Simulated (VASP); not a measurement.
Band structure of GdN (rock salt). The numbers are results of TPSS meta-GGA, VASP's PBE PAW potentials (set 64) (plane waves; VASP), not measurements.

The 4f electrons are frozen in the core of the lanthanide potential, so 4f levels, which can set the real gap, and their magnetism are missing.

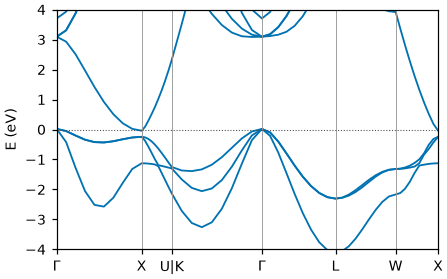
Figure. Bands along high-symmetry lines, zero at the valence-band maximum or, without a gap, the Fermi level

Q: Read the plot: is there a gap, and where are the band edges?

A: It has no gap at this level: it comes out as a metal or semimetal.

The compound is GdN in the rock salt structure. It was relaxed first.
